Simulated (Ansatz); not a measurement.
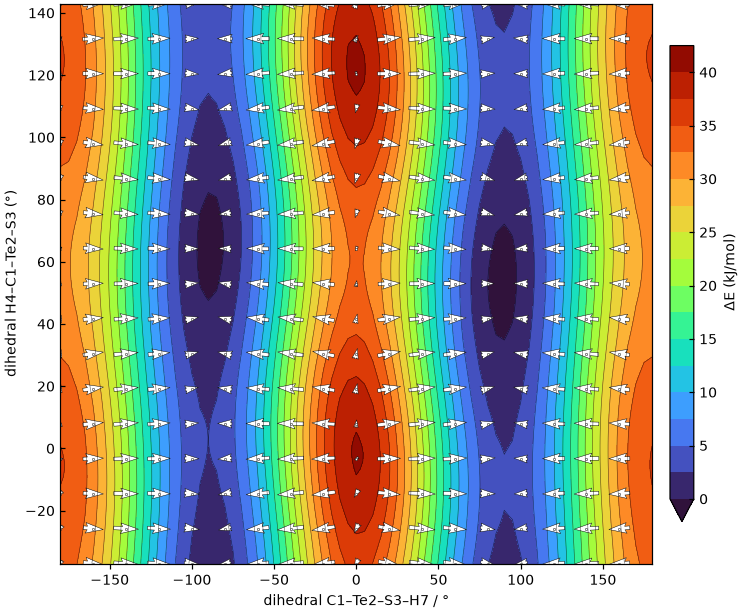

Energy landscape of CH₄STe, SMILES C[Te]S. 
- First axis: dihedral C1–Te2–S3–H7. Second axis: dihedral H4–C1–Te2–S3.
- Nothing is relaxed (all other coordinates rigid).
- Grid: 18 × 17 points.
- Points are written as (first, second).
- Energies are in kJ/mol, from the lowest grid point.
- Computed with Ansatz 0.2.0, RKS SPW92 (LDA)/def2-TZVP.

The picture shows filled contours, dots at the grid points, arrows along the force (downhill), their lengths compressed. Between grid points the surface is interpolated. 

**Summarise what can be read from the map.**

The lowest grid point is at (80°, 53.0°); the map holds 2 wells of about this depth. The bottom of the well lies between grid points, at about (90°, 54°), about 0.68 kJ/mol lower on the interpolated surface. The energy also falls towards the edge at (−80°, −37.0°) (1.3 kJ/mol above the lowest) and (100°, −37.0°) (2.3 kJ/mol above the lowest), where a further well may lie outside the range. The highest grid point, (0°, 120.5°), lies 40.4 kJ/mol above the lowest. On the interpolated surface the easiest way out of the lowest well to a well of about the same depth near (−80°, 64.2°) passes a barrier of about 31 kJ/mol.

The input of one point:

```yaml
crystal:
  periodic: [false, false, false]
  atoms:
    - { symbol: C, position_ang: [-0.886242, 0.607963, -0.288789] }
    - { symbol: Te, position_ang: [0.384089, 0.271385, 1.388112] }
    - { symbol: S, position_ang: [1.376796, -1.739316, 0.626066] }
    - { symbol: H, position_ang: [-1.48346, -0.294861, -0.466633] }
    - { symbol: H, position_ang: [-0.28468, 0.86565, -1.168834] }
    - { symbol: H, position_ang: [-1.547534, 1.44727, -0.024035] }
    - { symbol: H, position_ang: [2.28872, -1.188428, -0.217738] }
basis:
  gaussian: { orbitals: def2-TZVP }
hamiltonian:
  xc: lda
output:
  forces: true
```

Each point was launched as `ansatz run input.yaml --threads 1 --pin off --max-ram 2560MiB --backend cpu --events-out ev --progress --plain --runs-dir out`. The whole map (306 points run) took 12 min on 1 thread of Arm Neoverse V2, with other jobs on the host.
